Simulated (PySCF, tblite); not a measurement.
System: C₅H₉ClOSi, SMILES C/C=C(\C=O)C[SiH2]Cl.

Vertical TDDFT excitations, PBE0/def2-SVPD with PySCF 2.14.0, at a GFN2-xTB geometry (a minimum by its frequencies), gas phase.

What does its absorption spectrum look like?

Answer. The lowest singlet lies at 3.69 eV (336 nm, f = 0.000); the brightest of the first 8 is S2 at 5.10 eV (243 nm), f = 0.199, mainly HOMO → LUMO (88 %). No singlet lies below 3.1 eV (beyond 400 nm), so at this level no vertical transition falls in the visible.


```tsv
state	E (eV)	λ (nm)	f	main character
S1	3.69	336	0.000	HOMO−1 → LUMO (90 %)
S2	5.10	243	0.199	HOMO → LUMO (88 %)
S3	6.04	205	0.008	HOMO−2 → LUMO (97 %)
S4	6.17	201	0.056	HOMO−3 → LUMO (94 %)
S5	6.66	186	0.005	HOMO → LUMO+1 (95 %)
S6	6.82	182	0.002	HOMO−1 → LUMO+1 (81 %)
S7	6.97	178	0.004	HOMO−4 → LUMO (20 %)
S8	7.05	176	0.006	HOMO → LUMO+2 (88 %)
```

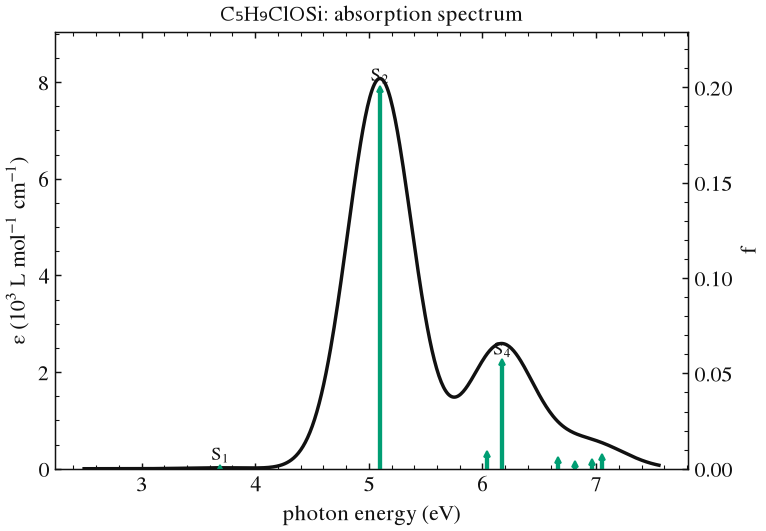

The lowest 8 singlet states are shown; each is broadened by a Gaussian of 1/e half-width 0.40 eV. Sticks give oscillator strengths (right axis).

Note: the tight-binding geometry is rougher than a DFT one and adds to the error; one conformer of a flexible molecule; core orbitals are frozen in the response.
